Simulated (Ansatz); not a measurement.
Si2 (disilicon): the energy, rung by rung

Si2 has 2 atoms, charge 0, and is taken as a triplet. SMILES: `[Si]=[Si]`. The shape is that of a GFN2-xTB optimisation.

```xyz
2

Si    0.0000    0.0000    0.0000
Si    0.0000    0.0000    2.1742
```

Each level gives the energy change with the Si1–Si2 bond stretched from 2.174 to 3.261 Å (eV). The values are calculated.

| level | kind | program | value (eV) | CPU time (all runs) |
| --- | --- | --- | --- | --- |
| UHF/6-31G | Hartree–Fock | Ansatz | 0.76 | 2.7 s |
| UBLYP/6-31G | GGA | Ansatz | 1.22 | 16 s |
| U-r2SCAN/6-31G | meta-GGA | Ansatz | 1.63 | 53 s |
| U-r2SCAN0/6-31G | hybrid meta-GGA | Ansatz | 1.75 | 32 s |
| UCAM-B3LYP/6-31G | range-separated hybrid | Ansatz | 1.59 | 17 s |
| UB2PLYP/6-31G | double hybrid | Ansatz | 1.58 | 15 s |
| RPA@PBE/6-31G | RPA | Ansatz | 0.91 | 19 s |
| UMP2/6-31G | perturbation theory | Ansatz | 1.42 | 5.2 s |

The first shape isn't each level's own minimum. The values span 0.76 to 1.75 eV. Spin contamination of the reference (⟨S²⟩ at least 0.1 too high) touches UHF/6-31G, U-r2SCAN0/6-31G, UB2PLYP/6-31G, UMP2/6-31G. All rows use very small basis sets, so none should be taken for the real molecule's value. CPU times are rough (shared hosts, several kinds of processor): they show what a rung costs within a factor of a few.

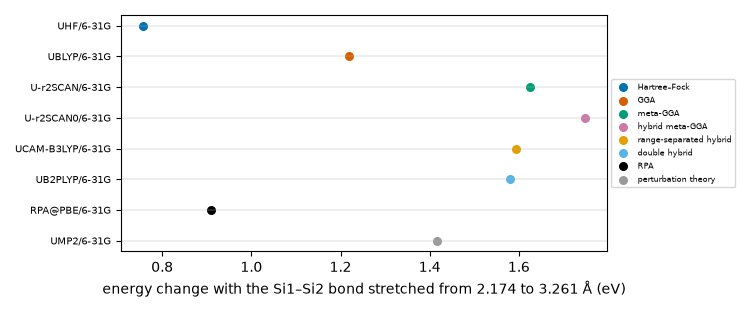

The values of the table, level by level.
